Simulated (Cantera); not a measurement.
A closed system holds: 1 mol N2O, 3.3 mol H2, 3.9 mol O2, held at 3125 °C.

Cantera equilibrium calculation (NASA polynomials, part measured and part estimated; ideal gas, pure solids and liquids). Candidate condensed phases: H2O; 24 gas species. The ideal-gas law is rough above about 30 bar. Rates play no part.

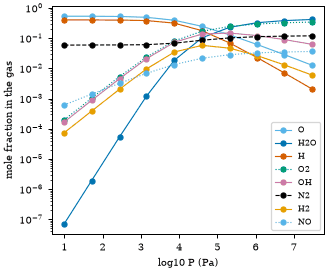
Equilibrium gas composition (values under 1e-9 drawn at 1e-9)

From 10.0 Pa to 300 bar nothing is condensed.
